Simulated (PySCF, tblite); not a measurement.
# C7H5FN+: dynamics, then NMR shifts on frames

How do NMR shifts of C7H5FN+ (`C#Cc1ccc(F)[nH+]c1`) change as the atoms move?

Programs: tblite 0.8.0 and PySCF 2.14.0, with density-fitted response routines of our own. Each step states its level of theory. These are calculated values for one molecule in the gas phase, unless marked as measured. Atoms are numbered from 0 throughout.

## (1) Starting geometry

14 atoms, charge 1, multiplicity 1; geometry from: GFN2-xTB.

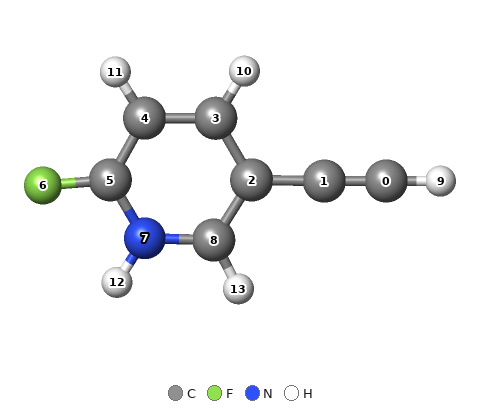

As it starts; carbon grey, fluorine green, nitrogen blue, hydrogen white, atoms numbered.

## (2) A short Langevin run with GFN2-xTB

What the job is given:

```
{"job": {"kind": "md", "xc": "GFN2-xTB", "basis": "xTB", "temperature": 300, "steps": 2000, "every": 50, "frames": 5}, "charge": 1, "multiplicity": 1}
C      3.254285    -0.801427    -0.006044
C      2.084765    -0.524526    -0.003593
C      0.717429    -0.175482    -0.005222
C      0.301439     1.122926    -0.360371
C     -1.041949     1.447086    -0.355583
C     -1.949243     0.465390     0.005775
F     -3.244217     0.666065     0.041874
N     -1.544901    -0.765143     0.343515
C     -0.250817    -1.109247     0.347926
H      4.277477    -1.048083    -0.006536
H      1.041220     1.860261    -0.635955
H     -1.397850     2.430409    -0.621593
H     -2.257061    -1.449032     0.604242
H      0.008746    -2.119670     0.629398
```

Level: GFN2-xTB Langevin dynamics, gas phase.

Launch:

```console
> OMP_NUM_THREADS=1 python probes_run.py task.json out
```

This one command runs all jobs of the session in turn.

What it wrote:

```text
t/fs     T/K      E/eV
    0.0   232.4   -671.63349
   25.0   170.6   -671.35638
   50.0   248.8   -671.35168
   75.0   199.5   -671.30954
  100.0   210.9   -671.32560
  125.0   226.8   -671.26624
  150.0   209.0   -671.24467
  175.0   220.0   -671.19557
  200.0   188.7   -671.18195
  225.0   336.1   -671.30896
  250.0   243.8   -671.18398
  275.0   270.4   -671.29142
  300.0   226.3   -671.31117
  325.0   269.4   -671.31542
  350.0   183.4   -671.12712
  375.0   371.9   -671.28301
  400.0   352.2   -671.21220
  425.0   380.2   -671.22113
  450.0   399.0   -671.05751
  475.0   387.5   -671.10647
  500.0   352.9   -671.09684
  525.0   250.4   -670.92523
  550.0   249.2   -671.03777
  575.0   298.0   -671.25137
  600.0   285.4   -671.13330
  625.0   282.8   -671.16927
  650.0   344.0   -671.33995
  675.0   155.6   -671.17057
  700.0   261.2   -671.18074
  725.0   405.9   -671.34927
  750.0   236.7   -670.91103
  775.0   298.9   -671.25666
  800.0   339.9   -671.24515
  825.0   256.4   -671.07140
  850.0   283.8   -671.10219
  875.0   320.4   -671.09435
  900.0   294.0   -671.14995
  925.0   375.2   -671.14386
  950.0   409.1   -671.21911
  975.0   286.0   -671.16360
 1000.0   209.8   -671.23363
```

Run time: 11 s. Hardware: 1 thread of Arm Neoverse V1, shared host; peak memory 0.18 GiB.

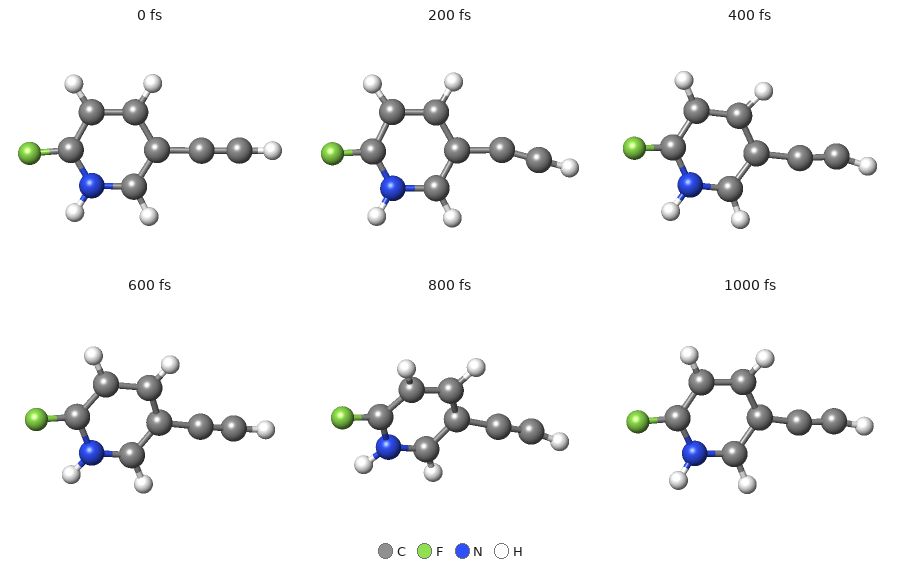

Frames of the run.

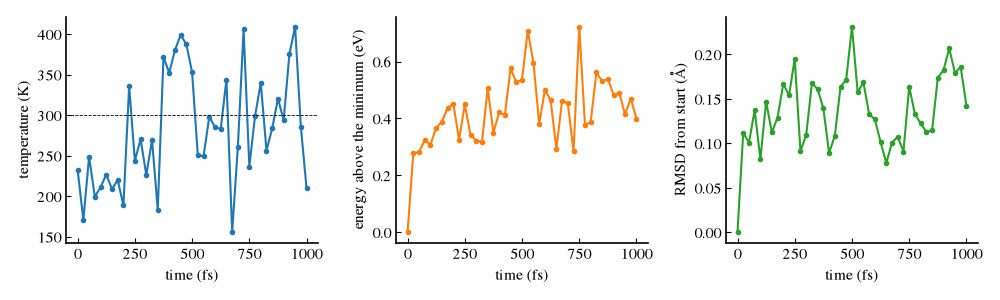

Temperature, potential energy and distance from the start.

Positions (Å) and forces (eV/Å) at 1000 fs:

```xyz
14

C     3.196   -1.616   -0.316    1.892   -1.065   -0.532
C     2.132   -1.221    0.031    0.092    0.736    0.006
C     0.994   -0.560    0.405   -2.392    0.273    0.950
C     0.759    0.841    0.464   -0.019   -1.195    0.471
C    -0.503    1.315    0.798    0.454   -0.119    0.116
C    -1.487    0.445    1.204    0.828   -1.721   -0.970
F    -2.721    0.736    1.443   -0.634    0.489    0.421
N    -1.225   -0.903    1.235    0.577    1.000    0.461
C    -0.032   -1.405    0.876   -0.286   -0.402    0.154
H     4.077   -2.142   -0.560    0.003    0.105   -0.079
H     1.611    1.481    0.420    0.182    0.455   -0.525
H    -0.674    2.362    0.813   -0.222    0.669    0.019
H    -1.890   -1.449    1.773   -0.244   -0.384   -0.261
H     0.140   -2.505    1.011   -0.231    1.160   -0.230
```

## (3) Shielding tensors: 250 fs, PBE0/pcSseg-1

What the job is given:

```
{"job": {"kind": "nmr", "xc": "PBE0", "basis": "pcSseg-1", "pop": false}, "charge": 1, "multiplicity": 1}
C      3.040000    -1.556300    -0.083300
C      2.012600    -0.968900     0.029900
C      0.648900    -0.473900    -0.046900
C      0.234500     0.788000    -0.481000
C     -1.096400     1.177400    -0.429000
C     -2.021600     0.294800     0.069800
F     -3.269500     0.508500     0.254700
N     -1.596200    -0.857700     0.501600
C     -0.321700    -1.277200     0.497000
H      3.889300    -2.177400    -0.123900
H      0.897200     1.618900    -0.682100
H     -1.330200     2.239000    -0.664400
H     -2.268100    -1.559600     0.817700
H     -0.114600    -2.202700     1.011300
```

Method: GIAO PBE0/pcSseg-1 NMR shielding, non-relativistic, gas phase.

What it wrote:

```text
coarse grid: 12856 points
cycle   1  E = -423.3293561626  dE =  2.275e+00  |g| = 6.176e-01  |ddm| = 3.810e+00
cycle   2  E = -423.1954576104  dE =  1.339e-01  |g| = 9.810e-01  |ddm| = 1.599e+00
cycle   3  E = -423.4208367716  dE = -2.254e-01  |g| = 1.088e-01  |ddm| = 9.921e-01
cycle   4  E = -423.4222514512  dE = -1.415e-03  |g| = 7.795e-02  |ddm| = 1.259e-01
cycle   5  E = -423.4235557889  dE = -1.304e-03  |g| = 2.382e-02  |ddm| = 6.685e-02
cycle   6  E = -423.4236760020  dE = -1.202e-04  |g| = 8.354e-03  |ddm| = 2.394e-02
cycle   7  E = -423.4236931956  dE = -1.719e-05  |g| = 1.447e-03  |ddm| = 8.526e-03
cycle   8  E = -423.4236936860  dE = -4.904e-07  |g| = 4.531e-04  |ddm| = 2.065e-03
final grid: 127912 points
cycle   9  E = -423.4808596856  dE = -3.708e-05  |g| = 6.819e-03  |ddm| = 5.108e-02
cycle  10  E = -423.4808543210  dE =  5.365e-06  |g| = 8.968e-03  |ddm| = 1.484e-02
cycle  11  E = -423.4808702594  dE = -1.594e-05  |g| = 1.524e-03  |ddm| = 8.147e-03
cycle  12  E = -423.4808706636  dE = -4.043e-07  |g| = 5.257e-04  |ddm| = 1.464e-03
cycle  13  E = -423.4808707248  dE = -6.114e-08  |g| = 1.934e-04  |ddm| = 5.298e-04
cycle  14  E = -423.4808707331  dE = -8.365e-09  |g| = 3.202e-05  |ddm| = 1.706e-04
cycle  15  E = -423.4808707333  dE = -1.623e-10  |g| = 1.756e-05  |ddm| = 4.411e-05
converged SCF energy = -423.4808707333

GIAO shielding tensors (ppm)
atom      isotropic    diamagn.    paramagn.     s11        s22        s33       span
  0 C       78.583     257.579    -178.996     14.767     16.901    204.081    189.315
  1 C      108.799     250.585    -141.786     14.468     19.747    292.184    277.716
  2 C       55.731     258.585    -202.854    -41.017     35.534    172.676    213.693
  3 C       21.862     250.192    -228.330    -86.280    -20.752    172.616    258.896
  4 C       62.442     259.677    -197.235    -22.616     38.484    171.457    194.073
  5 C       28.667     251.197    -222.530    -43.586     31.652     97.935    141.521
  6 F      255.505     467.739    -212.234    167.021    240.378    359.117    192.096
  7 N       74.122     331.566    -257.444    -41.489     66.089    197.766    239.254
  8 C       38.352     250.790    -212.438    -60.387     32.831    142.611    202.999
  9 H       27.705      31.440      -3.735     23.393     24.172     35.550     12.157
 10 H       22.532      29.822      -7.290     18.965     21.707     26.924      7.960
 11 H       22.987      27.053      -4.066     18.870     24.528     25.562      6.692
 12 H       21.743      26.998      -5.255     14.728     23.989     26.512     11.785
 13 H       23.248      29.421      -6.173     18.423     23.894     27.427      9.003
```

It took 21 s on 1 thread of Arm Neoverse V1, shared host; peak memory 0.79 GiB.

The references, computed at this level on geometries of the same kind, shield at (ppm): 1H TMS 31.72, 13C TMS 186.9, 19F CFCl3 170.9, 15N NH3 267.7. Their shielding less the atom's gives the shift. The references are single molecules in the gas phase, so shifts against H2O, NH3, PH3, H3PO4 or CFCl3 are not on the usual liquid scales and can be off by tens of ppm. Each atom is listed at this fixed geometry, with no averaging over motion; a spectrum would average atoms that exchange fast.

| atoms | environment | σ (ppm) | δ (ppm) |
| --- | --- | --- | --- |
| C3 | aromatic CH | 21.9 | 165.1 |
| C5 | aromatic carbon bearing fluorine | 28.7 | 158.3 |
| C8 | aromatic CH next to a ring nitrogen | 38.4 | 148.6 |
| C2 | substituted aromatic carbon | 55.7 | 131.2 |
| C4 | aromatic CH | 62.4 | 124.5 |
| C0 | terminal alkyne carbon | 78.6 | 108.3 |
| C1 | alkyne carbon | 108.8 | 78.1 |
| H12 | hydrogen on a cationic ring nitrogen | 21.74 | 9.97 |
| H10 | hydrogen on an aromatic CH | 22.53 | 9.18 |
| H11 | hydrogen on an aromatic CH | 22.99 | 8.73 |
| H13 | hydrogen on an aromatic CH next to a ring nitrogen | 23.25 | 8.47 |
| H9 | hydrogen on a terminal alkyne carbon | 27.70 | 4.01 |
| F6 | aryl fluorine | 255.5 | -84.6 |
| N7 | cationic ring nitrogen | 74.1 | 193.6 |

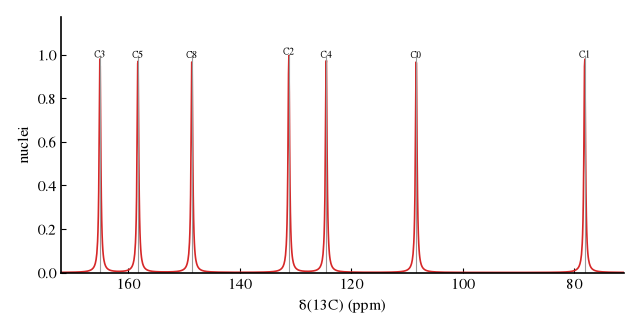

13C lines at the computed shifts, without couplings. Lines are broadened to a width of 0.35 ppm (Lorentzian).

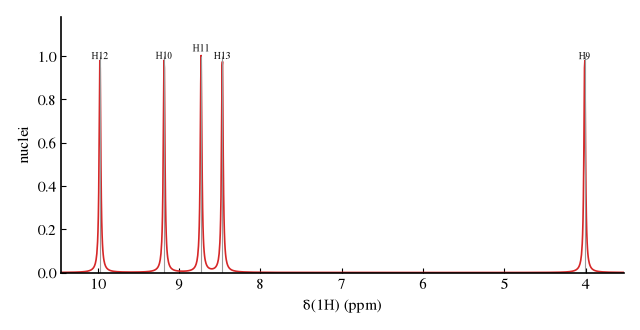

1H lines at the computed shifts, without couplings. Lines are broadened to a width of 0.02 ppm (Lorentzian).

Ring of atoms C2, C3, C4, C5, N7, C8: NICS(0) -8.9, NICS(1) -9.8, NICS(1)zz -23.4 ppm (means of both faces).

## (4) Shielding tensors: 425 fs, PBE0/pcSseg-1

What the job is given:

```
{"job": {"kind": "nmr", "xc": "PBE0", "basis": "pcSseg-1", "pop": false}, "charge": 1, "multiplicity": 1}
C      3.048600    -1.715700    -0.590800
C      1.926000    -1.330000    -0.293900
C      0.676600    -0.628300    -0.023100
C      0.439600     0.695800    -0.330200
C     -0.816400     1.213200     0.013300
C     -1.826600     0.386400     0.524600
F     -2.996500     0.786100     0.983900
N     -1.589100    -0.944100     0.681200
C     -0.373000    -1.457300     0.383700
H      3.992200    -1.955200    -0.979500
H      1.198100     1.229100    -0.806900
H     -1.082500     2.246500    -0.220700
H     -2.340400    -1.517600     1.019300
H     -0.331900    -2.576500     0.448500
```

Level: GIAO PBE0/pcSseg-1 NMR shielding, non-relativistic, gas phase.

What it wrote:

```text
coarse grid: 12856 points
cycle   1  E = -423.3154526567  dE =  2.009e+00  |g| = 6.458e-01  |ddm| = 3.806e+00
cycle   2  E = -423.1087473275  dE =  2.067e-01  |g| = 1.139e+00  |ddm| = 1.619e+00
cycle   3  E = -423.4187624855  dE = -3.100e-01  |g| = 1.058e-01  |ddm| = 1.070e+00
cycle   4  E = -423.4190530592  dE = -2.906e-04  |g| = 1.015e-01  |ddm| = 1.389e-01
cycle   5  E = -423.4213421100  dE = -2.289e-03  |g| = 2.813e-02  |ddm| = 7.694e-02
cycle   6  E = -423.4215236235  dE = -1.815e-04  |g| = 8.416e-03  |ddm| = 2.768e-02
cycle   7  E = -423.4215410842  dE = -1.746e-05  |g| = 1.251e-03  |ddm| = 8.387e-03
cycle   8  E = -423.4215414221  dE = -3.379e-07  |g| = 5.017e-04  |ddm| = 1.879e-03
final grid: 127912 points
cycle   9  E = -423.4795189132  dE = -3.680e-05  |g| = 6.602e-03  |ddm| = 4.898e-02
cycle  10  E = -423.4795146437  dE =  4.269e-06  |g| = 8.560e-03  |ddm| = 1.437e-02
cycle  11  E = -423.4795289700  dE = -1.433e-05  |g| = 1.485e-03  |ddm| = 8.081e-03
cycle  12  E = -423.4795293429  dE = -3.728e-07  |g| = 3.881e-04  |ddm| = 1.320e-03
cycle  13  E = -423.4795293674  dE = -2.454e-08  |g| = 2.307e-04  |ddm| = 4.215e-04
cycle  14  E = -423.4795293803  dE = -1.285e-08  |g| = 3.241e-05  |ddm| = 1.874e-04
cycle  15  E = -423.4795293804  dE = -1.767e-10  |g| = 1.845e-05  |ddm| = 4.520e-05
converged SCF energy = -423.4795293804

GIAO shielding tensors (ppm)
atom      isotropic    diamagn.    paramagn.     s11        s22        s33       span
  0 C       73.279     258.692    -185.413      7.716     12.987    199.134    191.418
  1 C      104.627     248.554    -143.926      7.136     11.794    294.953    287.817
  2 C       54.848     259.493    -204.644    -40.514     36.717    168.343    208.857
  3 C       23.953     248.138    -224.184    -88.503    -13.300    173.664    262.167
  4 C       62.422     256.249    -193.827    -13.344     28.521    172.090    185.434
  5 C       15.248     250.310    -235.063    -61.379     20.151     86.971    148.350
  6 F      235.424     468.232    -232.808    140.092    238.836    327.345    187.252
  7 N       55.987     333.016    -277.029    -76.301     54.868    189.393    265.694
  8 C       33.794     249.878    -216.084    -54.634     13.971    142.044    196.679
  9 H       27.342      32.122      -4.780     23.249     23.642     35.135     11.886
 10 H       22.668      31.124      -8.456     20.075     20.438     27.491      7.416
 11 H       23.426      27.113      -3.688     19.446     24.890     25.942      6.495
 12 H       21.505      27.933      -6.428     15.820     23.712     24.983      9.163
 13 H       22.507      26.864      -4.356     17.434     23.769     26.320      8.886
```

It took 21 s on 1 thread of Arm Neoverse V1, shared host; peak memory 0.82 GiB.

This run: δ C5 171.7, C3 163.0, C8 153.1, C2 132.1, H12 10.21, H13 9.21 ppm.

[end of part 1 of 2]
